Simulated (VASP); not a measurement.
Band structure of MgSe (space group Fm-3m). Level of theory: PBE GGA, VASP's PBE PAW potentials (set 64) (plane waves; VASP 6.6.1).

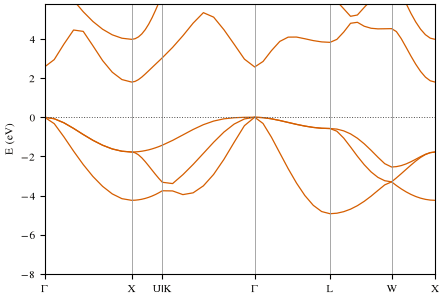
Figure. Bands along high-symmetry lines, zero at the valence-band maximum or, without a gap, the Fermi level

Read the plot: is there a gap, and where are the band edges?

The gap is indirect, 1.79 eV, from the valence maximum at Γ to the conduction minimum at X.

The structure is a typed MgSe crystal (Fm-3m). The cell was not relaxed at this level.
